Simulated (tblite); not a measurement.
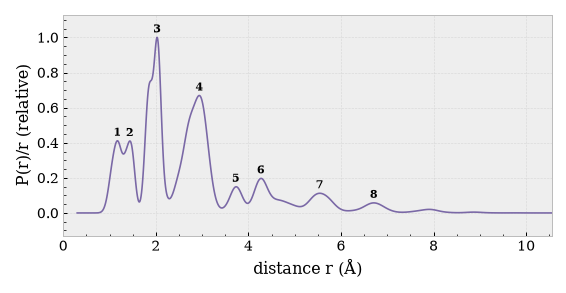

Simulated gas electron diffraction: radial distribution curve of C6H8P2. Each pair of atoms contributes with weight ZᵢZⱼ/r; damping constant 0.0015 Å²; vibrational amplitudes assumed, not computed: 0.05 Å for bonds, 0.078 Å for bonds to H, 0.06 + 0.015 r up to 0.15 Å for other pairs. The geometry is the end point of an optimisation (GFN2-xTB geometry optimisation, gas phase (tblite 0.8.0)); it may be a saddle point or a higher isomer. SMILES: C#CC/P=P/C(=C)C.

Question: Read the positions of the numbered peaks and name the main pairs (– for bonds).

Answer: Peak 1, 1.17 Å: C–H 1.05–1.09 Å (×8), C–C 1.20 Å, not resolved
Peak 2, 1.44 Å: C–C 1.33–1.49 Å (×3), not resolved
Peak 3, 2.03 Å: P–C 1.89 Å, P–P 2.04 Å, C···H 2.08–2.25 Å (×8), not resolved; in its flanks P–C 1.82 Å
Peak 4, 2.94 Å: P···C 2.69–3.07 Å (×6), P···H 2.80–3.13 Å (×7), not resolved; in its flanks C···C 2.48–2.64 Å
Peak 5, 3.73 Å: C···H 3.47–3.69 Å (×2), P···H 3.72–3.82 Å (×2), P···C 3.73 Å, not resolved
Peak 6, 4.27 Å: P···C 4.25–4.30 Å (×2), C···C 4.51 Å, not resolved; in its flanks P···H 4.67–5.08 Å, C···H 4.70–4.71 Å, C···C 4.91 Å
Peak 7, 5.54 Å: C···H 5.27–5.74 Å (×7), P···C 5.44 Å, C···C 5.61–5.78 Å (×3), not resolved
Peak 8, 6.71 Å: P···H 6.46 Å, C···H 6.58–6.86 Å (×2), C···C 6.64–6.87 Å (×3), not resolved; in its flanks C···H 6.23–7.10 Å
